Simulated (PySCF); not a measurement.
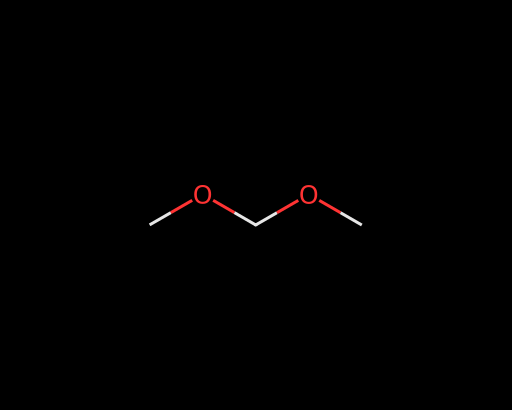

2D structure.

Transcribe the drawing into SMILES.

COCOC

Give the formula, hydrogens included.

C3H8O2.

An optimisation with PBE0-D3(BJ)/def2-SVP gave a structure of which point group?

C2. Other conformers may differ.

More results for the same structure follow; atom numbers are the same in all pictures, views and colours differ. The computed structure is the end point of a PBE0-D3(BJ)/def2-SVP optimisation. No frequency run is at hand to confirm it as a minimum.

**Geometry**

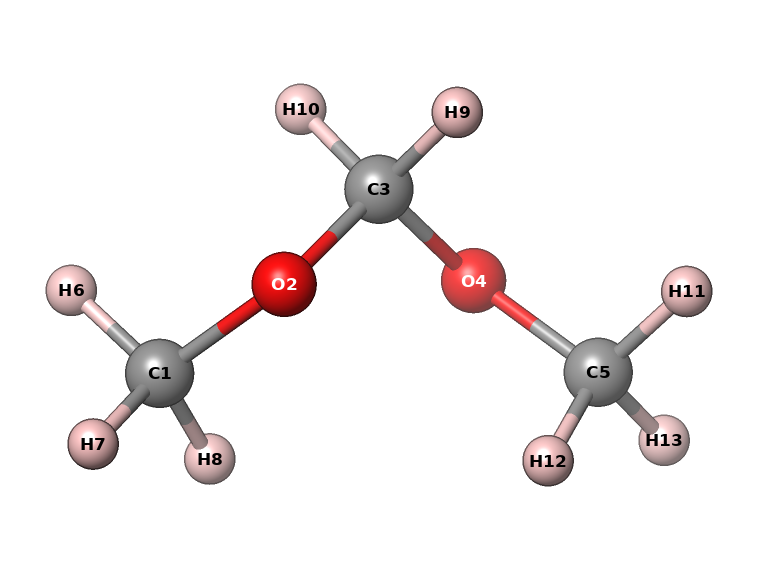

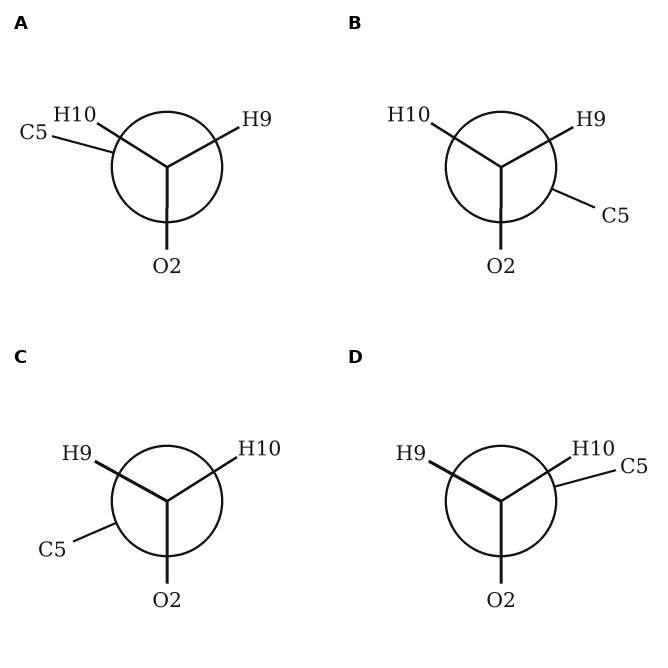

Depth is shown by fading: the farther an atom, the more it takes the colour of the background. Bonds that would overlap in a projection are set slightly apart. No frequency run is at hand to confirm it as a minimum.

Which Newman projection shows the view along C3–O4, with C3 in front?

B. The torsion angle O2–C3–O4–C5 is −67°, synclinal (gauche).

**Dipole moment**

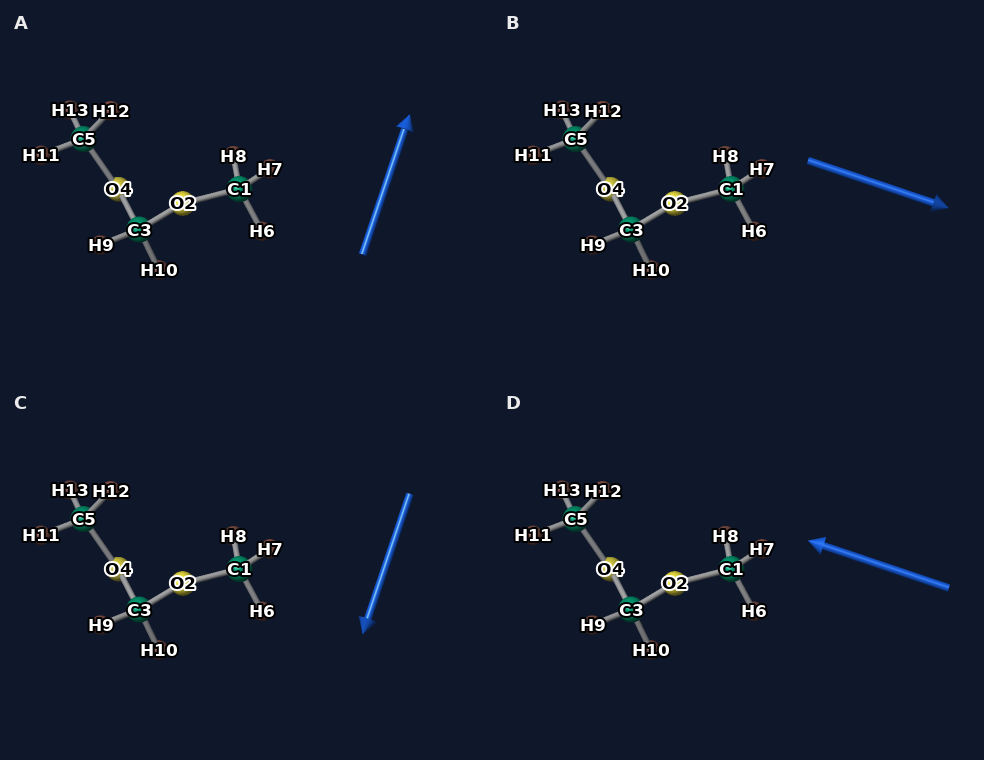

The same molecule four times, each with an arrow. No frequency run is at hand to confirm it as a minimum. Method: PBE0/pcSseg-1, gas phase (PySCF 2.14.0).

Which arrow points along the dipole moment, from the negative to the positive end?

A. The dipole moment is 0.29 D; it points from the side of H9, H10 to the side of H7, H8, H12, H13 (the outermost atoms at the two ends).

**Core levels**

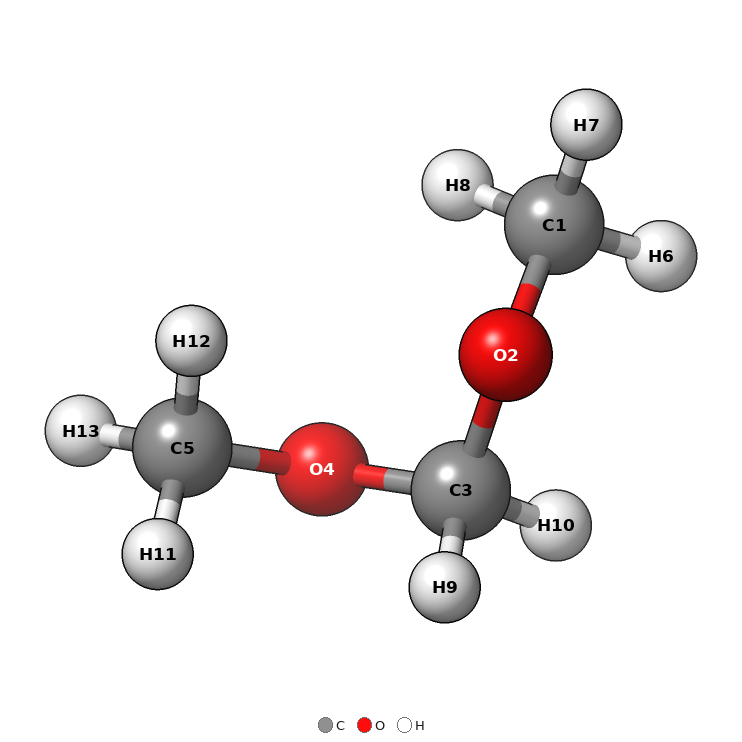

No frequency run is at hand to confirm it as a minimum. Level of theory: delta-SCF UKS SCAN, pcX-2 on the ionised atom, pcseg-1 elsewhere, spin-free X2C (PySCF 2.14.0).

Give the core-electron binding energies (to vacuum) of C1 1s, O2 1s, C3 1s.

| atom | level | binding energy (eV) |
| --- | --- | --- |
| C1 | 1s | 292.2 |
| O2 | 1s | 538.5 |
| C3 | 1s | 293.5 |

**Excitation**

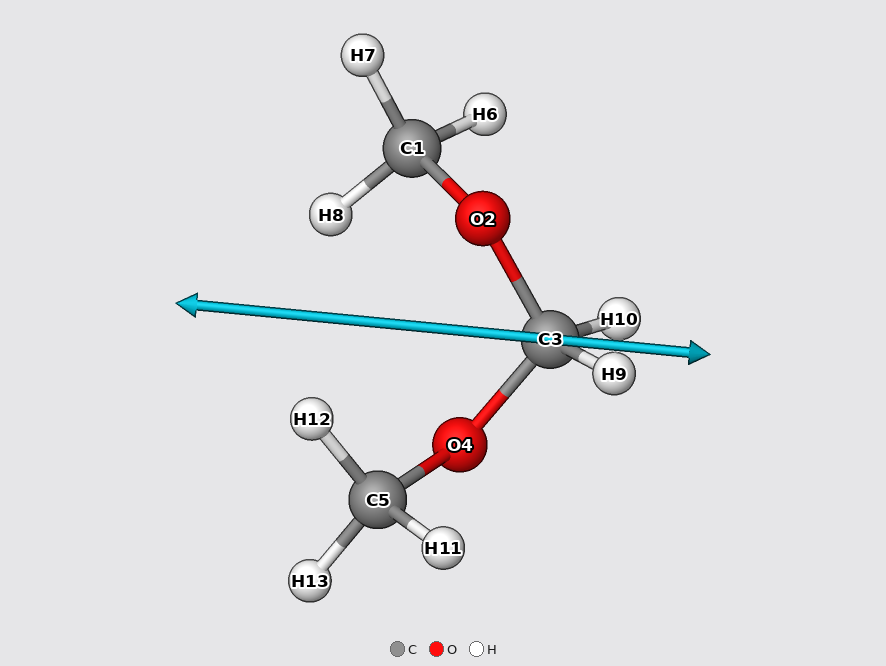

The double arrow shows the direction of the transition dipole to excited singlet state 8 (its length means nothing). No frequency run is at hand to confirm it as a minimum. Properties computed with TDDFT CAM-B3LYP/def2-SVPD, vertical, gas phase, core orbitals frozen in the response (PySCF 2.14.0).

Where does the transition lie, and how strong is it?

8.92 eV (139 nm), oscillator strength 0.045, of mixed character, with the largest part HOMO → LUMO+3 (weight 0.42); transition dipole 1.15 D.
